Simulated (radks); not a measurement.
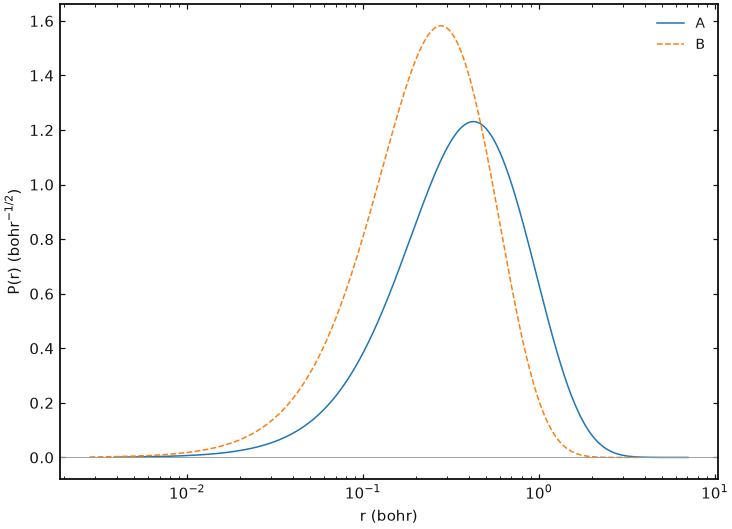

Two nuclei with the same 11 electrons, [Ne] 3s1 (high spin), were computed: Al²⁺; Ar⁷⁺. All numbers are computed, not measured: scalar-relativistic Kohn-Sham, LB94 model potential, spin-polarised, spherical densities, finite nucleus (the in-house radial solver radks).

The plot shows P(r) = r R(r) of the 2p down orbital in both runs (large components where relativistic).

### Which curve belongs to which run?

A is Al²⁺ (⟨r⟩ = 0.600 bohr, eigenvalue −102.4 eV); B is Ar⁷⁺ (⟨r⟩ = 0.371 bohr, eigenvalue −388.4 eV). The larger nuclear charge pulls the orbital in.
